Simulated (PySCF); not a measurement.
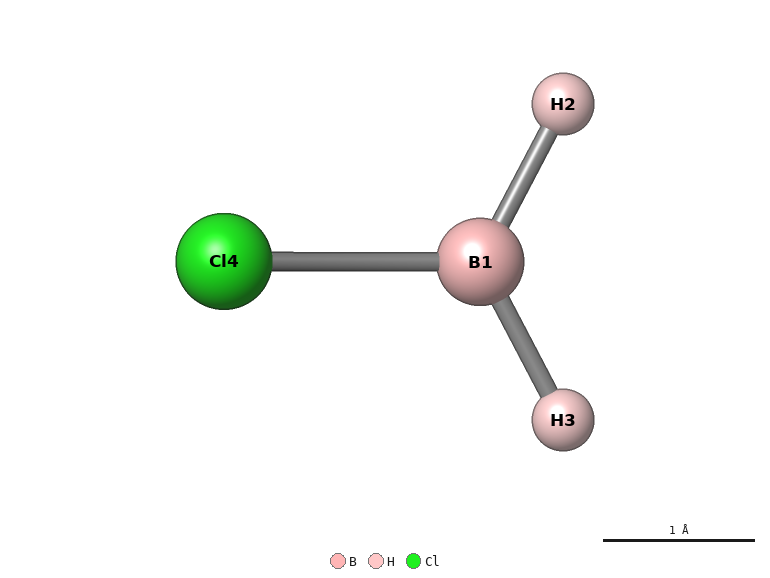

Orthographic view. Distant atoms are faded towards the background colour. The computed structure is the end point of a PBE0-D4/def2-TZVP optimisation. No frequency run is at hand to confirm it as a minimum.

Give the geometry as a Z-matrix, atoms in numerical order, with these reference atoms: 2 to 1; 3 to 1, 2; 4 to 1, 2, 3.

```
B  
H    1   1.190
H    1   1.190   2   123.8
Cl   1   1.733   2   118.1   3   180.0
```
